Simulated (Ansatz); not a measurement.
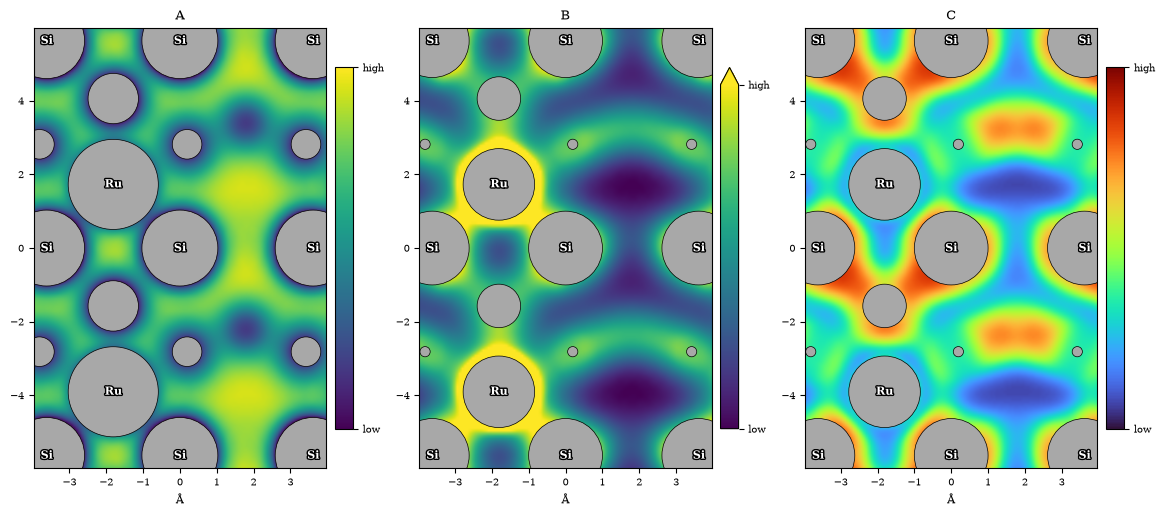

Si₄Ge₂Ru: 3 fields on the (110) plane of the conventional cell, with unlabelled colour scales. Grey discs cover the atomic cores.

Space group Cmcm; a generated structure, not necessarily the stable one; computed without spin polarisation.

Method: Ansatz, DFT PBE, scalar-relativistic, plane waves, PAW.

**Match the panels to the quantities (electron localisation function, electrostatic potential energy of an electron and valence pseudo-density).**

Panel A: electrostatic potential energy of an electron (low next to the atoms, rising into the space between them). Panel B: valence pseudo-density. Panel C: electron localisation function.
